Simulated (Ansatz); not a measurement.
H₆NOSi···F

```xyz
10

Si   -0.5385   -0.0340   -0.1596
O     0.7608   -0.9281    0.7686
H    -0.7593   -0.0729   -1.6222
H    -1.6730    0.0285    0.7801
N     0.3373    1.4665   -0.1176
H     0.2584   -1.8205    0.3605
F    -0.8155   -1.9846   -0.2882
H     1.6499   -0.7197    0.4634
H     0.2845    2.0773   -0.9157
H     0.4955    1.9875    0.7306
```

A transition-state structure; geometry: PBE0-D4/def2-TZVP.

Computed with RKS PBE0-D4/def2-TZVPP in Ansatz.

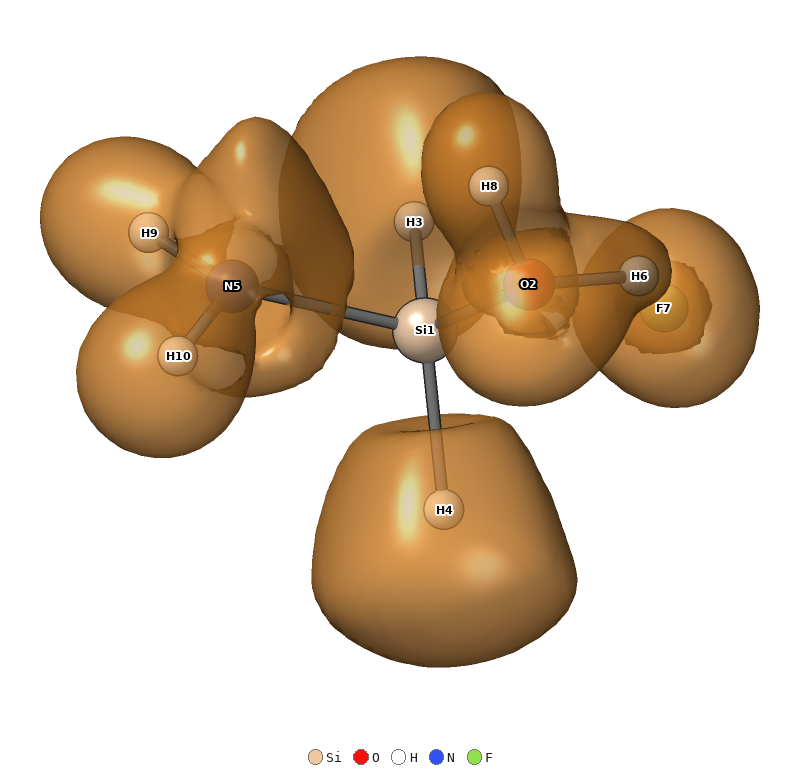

Figure 1. Isosurface of the electron localisation function at 0.75 (orange), seen from one side. Core shells and regions of very low density are left out.

### Describe the localisation domains.

At this value the surface marks out two regions around hydrogen nuclei, one region wrapped around F (its valence shell), one joined region spread over several atoms (H, N), in which their bonds and any lone pairs are merged and one joined region spread over several atoms (H, O), in which their bonds and any lone pairs are merged. Along the contacts the grid gives the following. F7···H6 (1.27 Å): the ELF climbs to about 0.85 towards the hydrogen, as it does in any bond to H. Si–N (1.74 Å): the ELF peaks at about 0.90 between the atoms; a shared but strongly polarised pair.

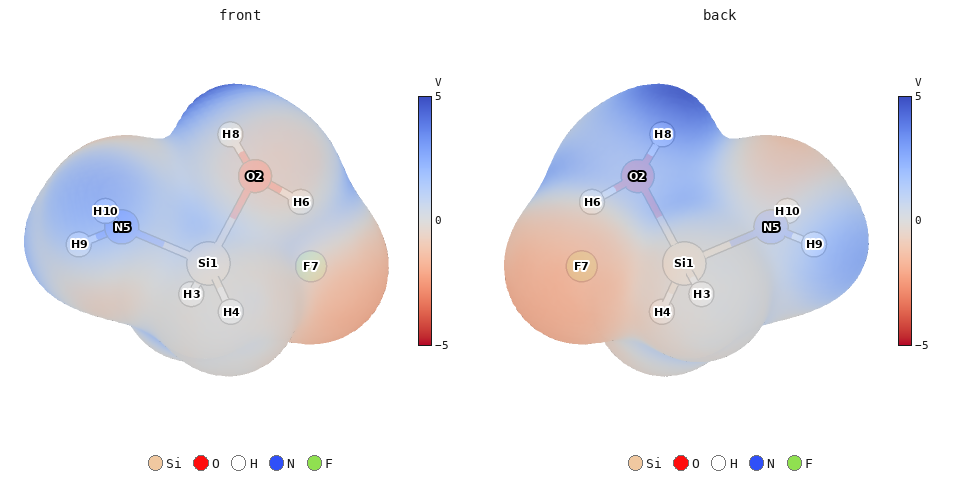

Figure 2. The molecular electrostatic potential painted on the density surface at 0.004 e/bohr³, seen from the front and from behind; the colour scale runs from red (negative) to blue (positive).

### Where is the surface potential most negative and most positive?

The most negative region (about −1.8 V) lies over F7, the most positive (about +4.2 V) over H8.

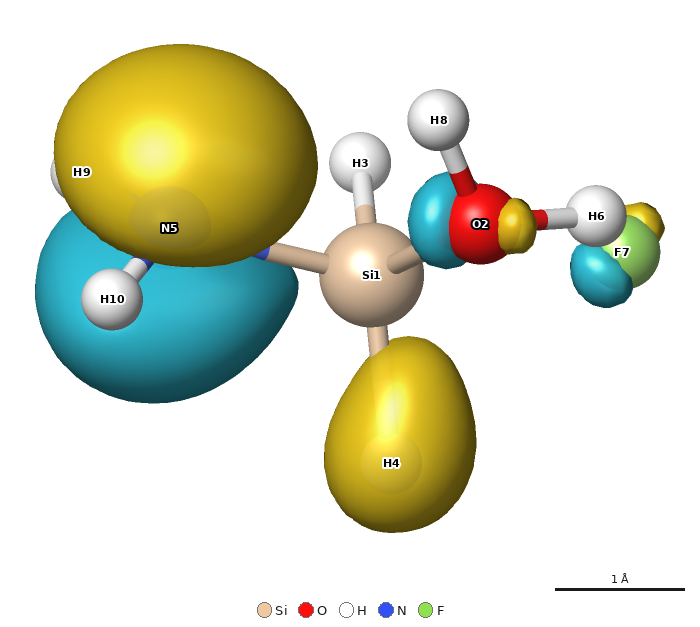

Figure 3. The HOMO at ±0.15 Å⁻³ᐟ² (yellow and cyan are the two phases), seen from one side.

### Where does this orbital lie, and at what energy?

By Hirshfeld shares it lies mainly on N5 (about 65 %) and H4 (about 5 %). Its energy is −7.44 eV.

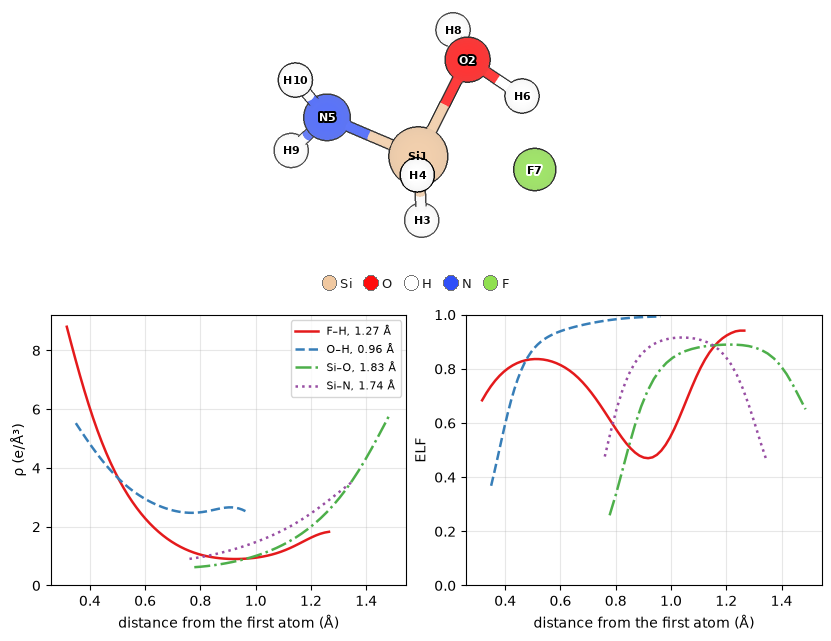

Figure 4. Total electron density and electron localisation function along straight lines between neighbouring atoms. The curves leave out the atomic cores. The structure is drawn too.

### Compare the contacts.

F7···H6 (1.27 Å): the density falls to about 0.9 e/Å³ on the way; the ELF climbs to about 0.85 towards the hydrogen.
O–H (0.96 Å): the density is about 3.9 e/Å³ at the midpoint; the ELF climbs to about 1 towards the hydrogen: a covalent bond by its length.
Si–O (1.83 Å): the density is about 0.8 e/Å³ at the midpoint; the ELF peaks at about 0.90 between the atoms; a shared but strongly polarised pair.
Si–N (1.74 Å): ρ is about 1.1 e/Å³ halfway; the ELF peaks at about 0.90 between the atoms, as expected for a shared but strongly polarised pair.
